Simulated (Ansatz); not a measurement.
## Electronic structure of C$_{2}$H$_{2}$OSi (SMILES C#C[SiH][O-]) (charge −1, doublet) in real space

Input file:

```
crystal:
  periodic: [false, false, false]
  atoms:
    - symbol: C
      position_ang: [-0.153526, -2.263413, -1.859461]
    - symbol: C
      position_ang: [-0.479408, -1.201271, -1.324503]
    - symbol: O
      position_ang: [-1.381323, 0.436356, 0.990948]
    - symbol: Si
      position_ang: [-1.205542, 0.358572, -0.589901]
    - symbol: H
      position_ang: [0.126184, -3.192430, -2.318630]
    - symbol: H
      position_ang: [-0.352895, 1.436950, -1.254067]
basis:
  gaussian:
    orbitals: def2-TZVPD
total_charge: -1
magnetization:
  spin_polarized: true
  initial_magnetization: 1
hamiltonian:
  xc: {name: PBE0}
output:
  forces: true
  orbitals: {seedname: orbitals}
```

Run with:

```sh
ansatz run input.yaml --threads 2 --pin off --max-ram 4350MiB --events-out events.jsonl --progress --plain --runs-dir runs
```

Geometry: r2SCAN-D4/def2-SVPD; the highest occupied orbital lies above zero, a sign that basis and functional describe the outermost electron poorly.

These are results of isolated molecule in a Gaussian basis; Kohn-Sham density functional theory, functional PBE0 in Ansatz 0.2.0, not measurements.

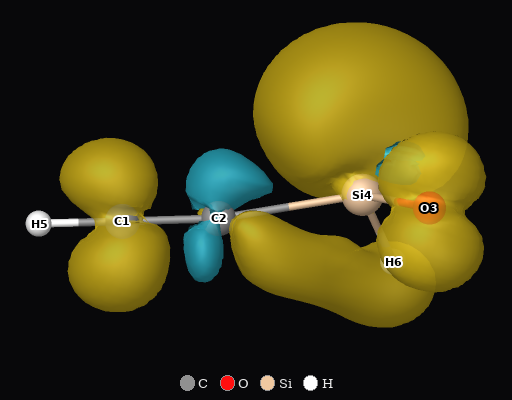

Figure 1. Isosurfaces of the spin density at +0.015 (yellow) and −0.015 e/Å³ (cyan), seen from one side.

> Describe the spin distribution.

The unpaired spin (1 electron) lies mostly on Si4 (about 0.6), O3 (about 0.2) and C1 (about 0.1), in electrons by Hirshfeld's partition.

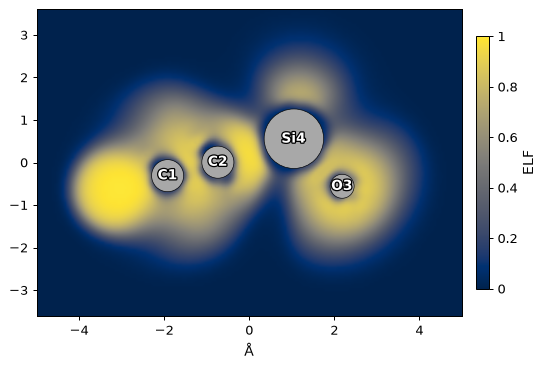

Figure 2. ELF on the plane of atoms C2, Si4 and O3. Grey discs cover the atomic cores.

> Interpret the plot.

The section cuts through C, O and Si sites. C–C (1.23 Å): the ELF peaks at about 0.85 between the atoms: a short, multiple covalent bond. Si–O (1.59 Å): the ELF peaks at about 0.85 between the atoms: a polar covalent bond. C–Si (1.87 Å): the ELF peaks at about 0.95 between the atoms (a covalent bond). The ELF also peaks beside O3, away from the bonds: non-bonding electrons, paired or unpaired.

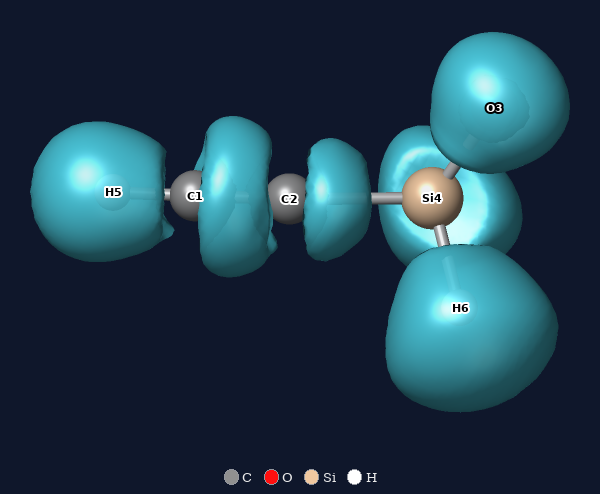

Figure 3. Isosurface of the electron localisation function at 0.75 (cyan), seen across its widest extent. Core shells and regions of very low density are left out.

> What do the ELF domains correspond to?

At this value the surface marks out one region between bonded C–C atoms (shared pairs), one region between bonded C–Si atoms (shared pairs), two regions around hydrogen nuclei, one lobe on Si, pointing away from the bonds (non-bonding electrons) and one region wrapped around O (its lone pairs, merged into a ring or cap).
